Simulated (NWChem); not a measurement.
# UHF/6-311+G(d,p) run of C3H7 (methylethyl)

Aim: the electronic atomisation energy of C3H7 (methylethyl) at UHF/6-311+G**, from 3 runs. 

The results are computed with NWChem 7.3.0.

2 further runs of the same task are left out: 2 set aside as unsound or not needed.

**1. The structure to begin with**

C3H7: 10 atoms, total charge 0, spin state doublet. As SMILES, `C[CH]C`. The shape is that of a PBE0-D4/def2-TZVP optimisation.

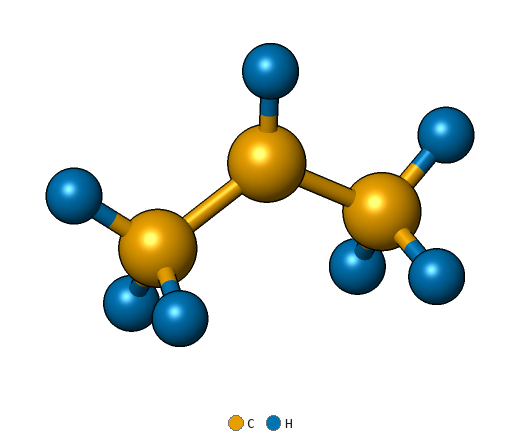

The structure, seen from a chosen angle (carbon amber, hydrogen blue).

**2. A single-point energy at UHF/6-311+G(d,p)**

Contents of c3h7.nw:

```
start c3h7
memory total 2200 mb

geometry noautosym nocenter noautoz
  C    -0.670800    0.774700   -0.789100
  C     0.422000   -0.150000   -0.409900
  C     0.462500   -0.759500    0.939200
  H    -1.652400    0.364700   -0.523700
  H    -0.672300    0.993600   -1.858600
  H    -0.593400    1.739600   -0.262500
  H     1.301400   -0.211400   -1.041000
  H    -0.510700   -1.180900    1.217600
  H     1.208800   -1.552900    1.010400
  H     0.704900   -0.018000    1.717600
end

basis spherical bse
  * library 6-311+G**
end

scf
  nopen 1
  uhf
  thresh 1e-08
  maxiter 80
  noprint "final vectors analysis"
end

task scf energy
```

Started as:

```sh
$ nwchem c3h7.nw > c3h7.out
```

The log of the run:

```text
[...]
  functions       =   108
[...]
  wavefunction    = UHF
[...]
         Total SCF energy =   -117.667546310554
      One electron energy =   -307.123099271615
      Two electron energy =    113.733472340328
 Nuclear repulsion energy =     75.722080620733
                       Sz =      0.5000
                 Sz(Sz+1) =      0.7500
                      S^2 =      0.7643
[...]
```

Wall time 28 s (1 thread of Intel Xeon Platinum 8488C (Sapphire Rapids), shared host); peak memory 0.1 GiB.

**3. The C atom at the same level**

Contents of m1.nw:

```
start m1
memory 2200 mb
geometry units atomic noautosym nocenter noautoz
   C    0.00000000   0.00000000   0.00000000
end
basis spherical bse
   * library 6-311+G**
end
scf
   triplet
   uhf
   thresh 1e-08
   maxiter 80
   noprint "final vectors analysis"
end
task scf
```

Run the same way, it converges to -37.68957 Eh (log not shown).

**4. The H atom, same level**

Contents of h.nw:

```
start h
title "H energy"
memory total 2200 mb

geometry noautosym nocenter noautoz
   H        0.000000       0.000000       0.000000
end

basis spherical bse
   * library 6-311+G**
end

scf
   nopen 1
   uhf
   thresh 1e-08
   maxiter 80
   print low
end

task scf energy
```

Run the same way, it converges to -0.49981 Eh (log not shown).

**5. Results**

Level: UHF/6-311+G**.

| quantity | value |
| --- | --- |
| molecule: total energy | -117.66755 Eh |
| molecule: dipole moment | 0.17 D |
| molecule: ⟨S²⟩ | 0.764 |
| C atom: total energy | -37.68957 Eh |
| C atom: dipole moment | 0.00 D |
| C atom: ⟨S²⟩ | 2.008 |
| H atom: total energy | -0.49981 Eh |
| H atom: ⟨S²⟩ | 0.750 |
| electronic atomisation energy | 29.937 eV |

Taking the molecule apart into free atoms costs 29.94 eV (690 kcal/mol), before zero-point energy and without spin-orbit coupling. Hartree–Fock lacks the correlation of the bonding pairs, which as a rule makes this value much too low; in minimal bases other errors can mask that. Mulliken charges (molecule) run from -0.49 on C1 to +0.13 on H7; in a basis this large or diffuse they mean little.
